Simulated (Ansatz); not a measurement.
C$_{2}$H$_{11}$BO$_{2}$Si

```yaml
atoms:
  - { symbol: C, position_ang: [-0.6808, 2.4757, 0.5664] }
  - { symbol: C, position_ang: [-0.3155, -2.4962, -0.4088] }
  - { symbol: B, position_ang: [-0.3038, -0.9953, 0.0966] }
  - { symbol: O, position_ang: [-0.2189, 0.0041, -0.9019] }
  - { symbol: O, position_ang: [-2.0424, -0.7714, 0.6431] }
  - { symbol: Si, position_ang: [0.3681, 1.5446, -0.6886] }
  - { symbol: H, position_ang: [-0.3297, 3.5140, 0.6791] }
  - { symbol: H, position_ang: [-0.6174, 2.0027, 1.5605] }
  - { symbol: H, position_ang: [-1.7371, 2.5221, 0.2531] }
  - { symbol: H, position_ang: [1.7899, 1.5270, -0.2260] }
  - { symbol: H, position_ang: [0.2903, 2.2368, -2.0090] }
  - { symbol: H, position_ang: [0.2338, -0.7424, 1.1729] }
  - { symbol: H, position_ang: [0.7073, -2.7714, -0.7177] }
  - { symbol: H, position_ang: [-0.6227, -3.2104, 0.3704] }
  - { symbol: H, position_ang: [-0.9581, -2.6400, -1.2947] }
  - { symbol: H, position_ang: [-2.0832, 0.1069, 1.0464] }
  - { symbol: H, position_ang: [-2.5104, -0.6811, -0.2002] }
```

Geometry: PBE0-D4/def2-SVP.

Theory: Ansatz, isolated molecule in a Gaussian basis; Kohn-Sham density functional theory, functional PBE0.

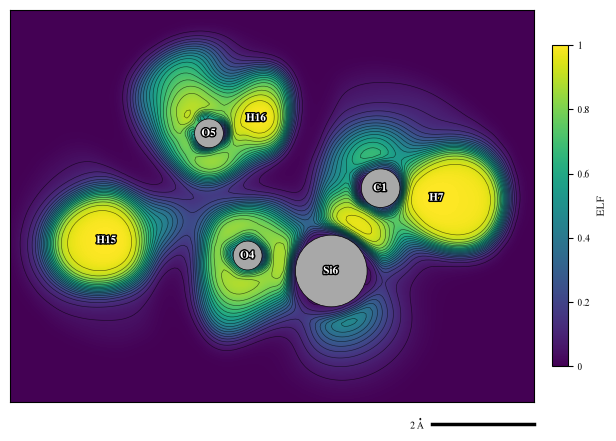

Figure 1. ELF on the plane of atoms Si6, C1 and H7. Grey discs cover the atomic cores.

> Read the bonding off the picture.

The plane passes through C, O, Si and H nuclei. Si–O (1.66 Å): the ELF peaks at about 0.85 between the atoms; a shared but strongly polarised pair. C–Si (1.88 Å): the ELF peaks at about 0.95 between the atoms: a shared electron pair. O–H (0.97 Å): the ELF climbs to about 1 towards the hydrogen, as it does in any bond to H: a covalent bond by its length. C–H (1.10 Å): the ELF climbs to about 1 towards the hydrogen; a covalent bond by its length. The ELF also peaks beside O4 and O5, away from the bonds: lone-pair regions.

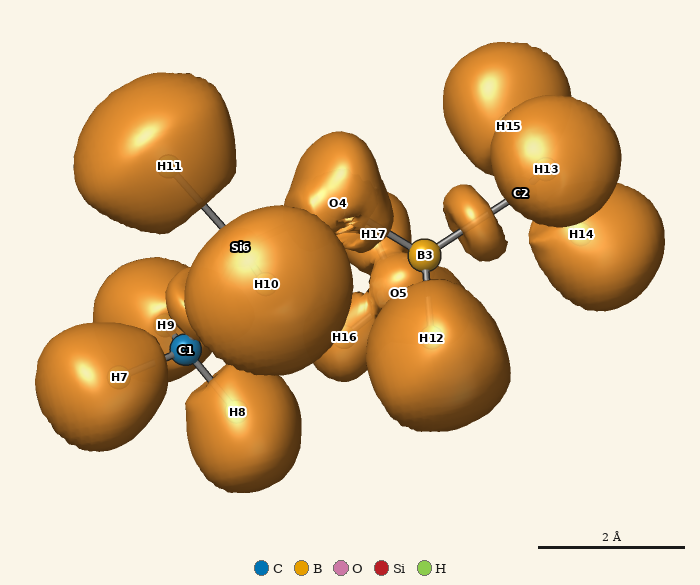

Figure 2. Isosurface of the ELF at 0.8 (orange), seen at an oblique angle. Core shells and regions of very low density are left out.

> Identify the bonds, lone pairs and shells in this picture.

The ELF exceeds this value in one region between bonded B–C atoms (shared pairs), one region between bonded C–Si atoms (shared pairs), nine regions around hydrogen nuclei, one region on O in which the atom's valence shell and bonds are merged and one joined region spread over several atoms (H, O), in which their bonds and any lone pairs are merged. Profiles from the grid: B–O (1.42 Å): the ELF peaks at about 0.90 between the atoms (a shared but strongly polarised pair). C–B (1.58 Å): the ELF peaks at about 1 between the atoms; localised, covalent bonding.

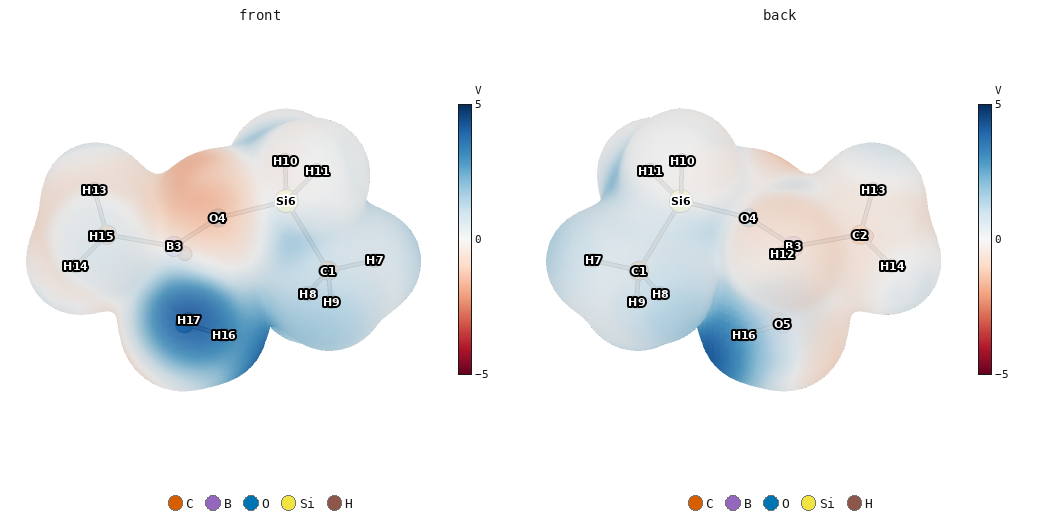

Figure 3. The electrostatic potential painted on the density surface at 0.004 e/bohr³, seen from the front and from behind; the colour scale runs from red (negative) to blue (positive).

> Where is the surface potential most negative and most positive?

The most negative region (about −1.6 V) lies over O4, the most positive (about +4.1 V) over H16 and H17. O4 is the likeliest acceptor of a hydrogen bond.
